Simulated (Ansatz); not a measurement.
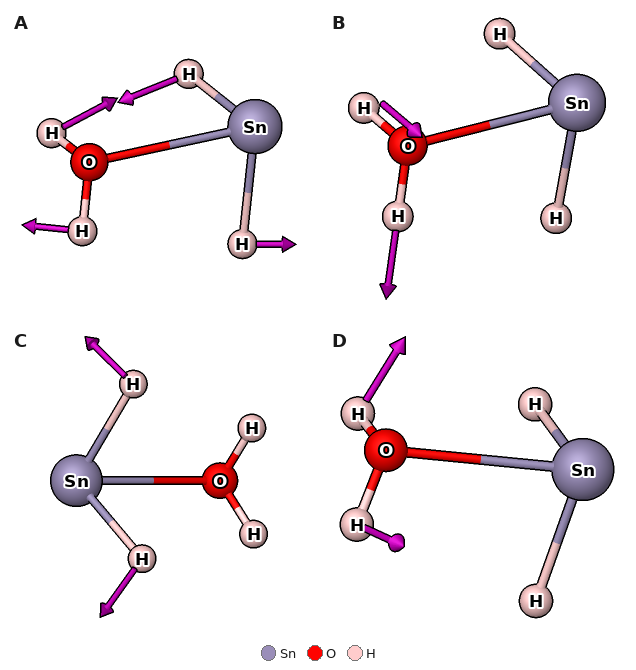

4 normal modes of one molecule or complex, as arrows. Harmonic vibrations computed with RKS PBE0-D4/def2-TZVP, core potentials on Sn (Ansatz 0.2.0) at a stationary point of the same level.

Question: Match the panels to the wavenumbers 340 cm⁻¹, 778 cm⁻¹, 1633 cm⁻¹, 3909 cm⁻¹.

Answer: A: 340 cm⁻¹, H–O–Sn bending
B: 3909 cm⁻¹, out-of-phase stretching of 2 O–H bonds
C: 778 cm⁻¹, H–Sn–H bending
D: 1633 cm⁻¹, H–O–H bending
